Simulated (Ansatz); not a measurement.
# BaTiO3 (P4mm): converging the G0W0 gap, part 2 of 2

How do accuracy and time trade against each other in G0W0 on BaTiO3 (P4mm)?

Ansatz 0.2.0; G0W0 on r2SCAN, plane waves, PAW. Known limits of the many-body steps: not at the basis limit; no spin-orbit coupling; coarse k mesh.

So far. Step 2 (83 empty bands, screening to 69 eV): The gap on the mesh goes from 2.18 eV to 3.28 eV, a correction of +1.10 eV. Between the two edge states, bare exchange in place of the xc potential would open the gap by 12.18 eV, and correlation takes back 11.08 eV. Step 3 (236 empty bands, screening to 138 eV): Against the run with 4×4×4 mesh, 83 empty bands, screening to 69 eV, the gap moves by −0.08 eV.

The database entry behind the starting cell differs from later determinations by our own check (c/a about 0.6 % short), so it need not match the best structure at ambient conditions.

## 4. 509 empty bands, screening to 230 eV

The input, input.yaml:

```yaml
crystal:
  lattice:
    - [3.9998, 0.0, 0.0]
    - [0.0, 3.9998, 0.0]
    - [0.0, 0.0, 4.018]
  atoms:
    - { symbol: Ba, position: [0.0, 0.0, 0.0] }
    - { symbol: Ti, position: [0.5, 0.5, 0.49] }
    - { symbol: O, position: [0.5, 0.5, 0.019] }
    - { symbol: O, position: [0.5, 0.0, 0.517] }
    - { symbol: O, position: [0.0, 0.5, 0.517] }
kpoints:
  mp_grid: { grid: [4, 4, 4] }
hamiltonian:
  xc: r2scan
scf:
  occupations: { method: fixed }
gw:
  n_empty_bands: 509
  ecut_chi: 230.0
  qp_bands: [v2, c2]
  qp_kpoints: band_edges
  screening: { model: contour_deformation }
```

Launch:

```bash
> ansatz run input.yaml --threads 2 --pin off --max-ram 92160MiB --backend cuda --events-out ev --progress --plain --runs-dir out --devices 1 --max-vram 13GiB  # rebuilt from the run's record
```

Numbers of over 12 decimals in the logs are rounded to 6 here.

What it wrote:

```text
GPUs: using 1 of 1 available (devices: 1).
[...]
GPU FFT provider: cuFFT
GPU libraries: cuBLAS 13.8.2, cuFFT 12.4.0, cuSOLVER 12.3.4
Crystal: 5 atoms, lattice volume = 64.282 Å³
Basis set: ecut = 500 eV, 1647 PW (Γ), exchange–correlation on 120×120×120 points (64 copies of the dense FFT grid, shifted against one another)
Bands: 25, of which v1, the nominal top of the filled ones, is band 20 counted from 1 (19 counted from 0)
[...]
1    22     13.1869   -13.9822    -6.6743   -21.5383  0.7162    14.0861    14.0686  root
[...]
17    19      9.9071   -25.8971     4.3910   -21.2205  0.7216     9.6198     9.6214  root
    17    20      9.9935   -25.9327     4.4168   -21.2429  0.7202     9.7190     9.7205  root
    17    21     14.5285   -14.6045    -7.8102   -23.3164  0.6752    15.4584    15.4302  root
    17    22     14.5285   -14.6045    -7.8102   -23.3164  0.6752    15.4584    15.4302  root
[key lines of the parts left out:]
SCF converged after 9 iterations
Free energy (F): -10183.797257 eV
Fermi energy:    9.993473 eV
```

Wall time 61 s (1 × NVIDIA H100 80GB HBM3 (shared by 6 runs) with 2 threads of AMD EPYC 7R13 (Zen 3), shared host); peak memory 2.2 GiB.

Numbers from this step:

| Quantity | Value |
| --- | --- |
| bands summed | 529 |
| RPA ε∞ on this mesh (eigenvalues) | 5.443, 5.712, 5.712 |
| plane waves in the screening matrix | 485 |
| G0W0 gap on the mesh | 3.268 eV |
| k of the valence top | -0.5, -0.5, -0.5 |
| k of the conduction bottom | 0, 0, 0 |
| starting gap on the mesh | 2.177 eV |
| least direct G0W0 gap on the computed points | 3.553 eV |

Against the run with 4×4×4 mesh, 236 empty bands, screening to 138 eV, the gap moves by +0.06 eV.

## 5. Changing the frequency model: 4×4×4 mesh, 509 empty bands, screening to 230 eV, plasmon pole

A plasmon pole stands in for the full frequency dependence of the screening; this run shows what that costs in accuracy.

Changes to input.yaml since step 4:

```diff
@@ -22,2 +22,2 @@
   qp_kpoints: band_edges
-  screening: { model: contour_deformation }
+  screening: { model: godby_needs }
```

What it wrote:

```text
GPUs: using 1 of 1 available (devices: 1).
[...]
GPU FFT provider: cuFFT
GPU libraries: cuBLAS 13.8.2, cuFFT 12.4.0, cuSOLVER 12.3.4
Crystal: 5 atoms, lattice volume = 64.282 Å³
Basis set: ecut = 500 eV, 1647 PW (Γ), exchange–correlation on 120×120×120 points (64 copies of the dense FFT grid, shifted against one another)
Bands: 25, of which v1, the nominal top of the filled ones, is band 20 counted from 1 (19 counted from 0)
[...]
1    22     13.1869   -13.9822    -6.5113   -21.5383  0.7659    14.2372    14.2316  root
[...]
17    19      9.9071   -25.8971     4.5575   -21.2205  0.7651     9.7878     9.7879  root
    17    20      9.9935   -25.9327     4.5881   -21.2429  0.7645     9.8917     9.8918  root
    17    21     14.5285   -14.6045    -7.5135   -23.3164  0.7276    15.6840    15.7269  root
    17    22     14.5285   -14.6045    -7.5135   -23.3164  0.7276    15.6840    15.7269  root
[key lines of the parts left out:]
SCF converged after 9 iterations
Free energy (F): -10183.797257 eV
Fermi energy:    9.993473 eV
```

Wall time 61 s (1 × NVIDIA H100 80GB HBM3 (shared by 6 runs) with 2 threads); peak memory 2.7 GiB; 1.7 min of CPU time.

Numbers from this step:

| Property | Result |
| --- | --- |
| bands summed | 529 |
| plasmon-pole fit frequency | 29.29 eV |
| RPA ε∞ on this mesh (eigenvalues) | 5.443, 5.712, 5.712 |
| plane waves in the screening matrix | 485 |
| G0W0 gap on the mesh | 3.177 eV |
| k of the valence top | -0.5, -0.5, -0.5 |
| k of the conduction bottom | 0, 0, 0 |
| starting gap on the mesh | 2.177 eV |
| least direct G0W0 gap on the computed points | 3.468 eV |

Against the run with 4×4×4 mesh, 509 empty bands, screening to 230 eV, the gap moves by −0.09 eV.

## 6. The runs together

Times are wall times on 1 × NVIDIA H100 80GB HBM3 (shared by 6 runs) with 2 threads of AMD EPYC 7R13 (Zen 3), shared host, good to a factor of about two.

```
 mesh        files            frequency  bands summed  cutoff (eV)  start (eV)  G0W0 (eV)  time  host memory (GiB)
4×4×4  default PAW  contour deformation           103           69       2.177      3.282  11 s                1.2
4×4×4  default PAW  contour deformation           256          138       2.177      3.205  15 s                1.4
4×4×4  default PAW  contour deformation           529          230       2.177      3.268  61 s                2.2
4×4×4  default PAW         plasmon pole           529          230       2.177      3.177  61 s                2.7
```

How the two edges are built up, in eV (the quasiparticle level is the starting level plus Σx plus Σc less Vxc):

| run | edge | start | Σx | Σc | Vxc | Z | QP |
| --- | --- | --- | --- | --- | --- | --- | --- |
| 103 bands | valence top | 9.99 | -25.93 | 4.97 | -21.24 | 0.73 | 10.27 |
| 103 bands | conduction bottom | 12.17 | -12.52 | -6.11 | -20.02 | 0.74 | 13.56 |
| 256 bands | valence top | 9.99 | -25.93 | 4.64 | -21.24 | 0.72 | 9.95 |
| 256 bands | conduction bottom | 12.17 | -12.52 | -6.51 | -20.02 | 0.74 | 13.15 |
| 529 bands | valence top | 9.99 | -25.93 | 4.42 | -21.24 | 0.72 | 9.72 |
| 529 bands | conduction bottom | 12.17 | -12.52 | -6.68 | -20.02 | 0.74 | 12.99 |

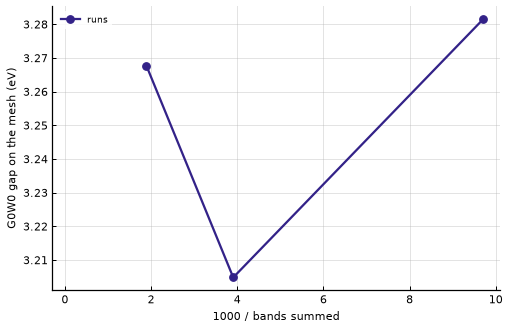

The gap against one over the number of bands.

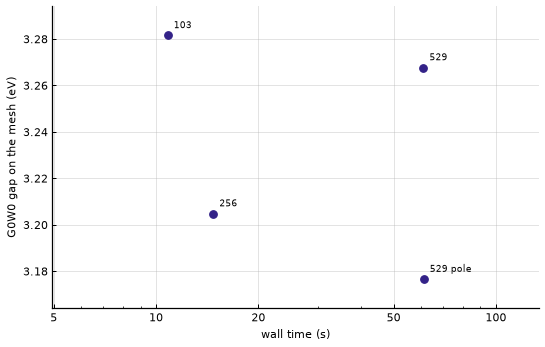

Result against wall time.

## 7. Outcome

- 103 bands, 69 eV: 3.282 eV
- 256 bands, 138 eV: 3.205 eV
- 529 bands, 230 eV: 3.268 eV
- mesh and start: 4×4×4, r2SCAN

In words: From 103 to 529 bands the gap moves by −0.01 eV while the time grows 5.7-fold. Σc changes by −0.55 eV at the valence top and −0.57 eV at the conduction bottom, so the levels themselves move more than the gap between them. The gap turns back along the series, so no limit is drawn from it. The plasmon-pole model gives −0.09 eV against contour deformation, 8 % of the correction, and saved no time in this program. The 4×4×4 mesh is coarse for this cell (its supercell is 16 Å along the shortest edge). The RPA ε∞ on it, from the r2SCAN start, is 5.44 and 5.71; such meshes misread the long-range screening, most where the gap is narrow. The many-body steps are scalar-relativistic: spin-orbit coupling is not in them.

[Paths, hosts, dates, memory and timing lines, banners, echoed tables and standing remarks are left out of the program output.]

[Logs are printed without paths, hosts, clocks, repeated set-up lines and the standing remarks that a program may print on its own settings, such as how far it seeks lower states.]

[Runs of the session that timed out or met a known fault of the program may be left out.]

[Cells called generated may have been cut or substituted from an entry of the Crystallography Open Database or the Materials Project.]

[Hosts, paths, dates, database ids (printed as entryN), source tags and the programs' standing remarks are cut or masked in the printed files.]
